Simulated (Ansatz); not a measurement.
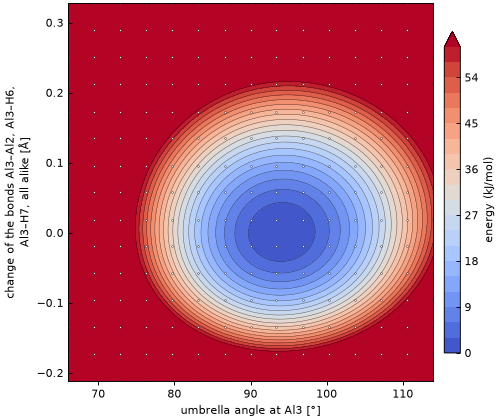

Al₂H₄N, SMILES [NH2][Al][AlH2], spin multiplicity 2. 
- First axis: umbrella angle at Al3 (between each of its bonds and their common axis; 90 is planar). Second axis: change of the bonds Al3–Al2, Al3–H6, Al3–H7, all alike.
- Nothing is relaxed (all other coordinates rigid).
- The scan uses a 15 × 15 grid.
- Points are written as (first, second).
- All energies are given in kJ/mol relative to the relaxed molecule at the same level.
- Method: Ansatz, UHF/def2-SVP.

Drawn: filled contours, dots at the grid points, one colour for all values above the top of the scale. Between grid points the surface is interpolated.

> Where is the minimum, and how stiff is the well along each coordinate?

The interpolated minimum is at the first coordinate ≈ 94.1°, the second coordinate ≈ 0.000 Å. The curvatures there are about 11 eV/rad² and 35 eV/Å², with a cross term of about −0.5 eV/(rad·Å). Round the minimum the two coordinates are nearly uncoupled. (1 eV is 96.5 kJ/mol.)
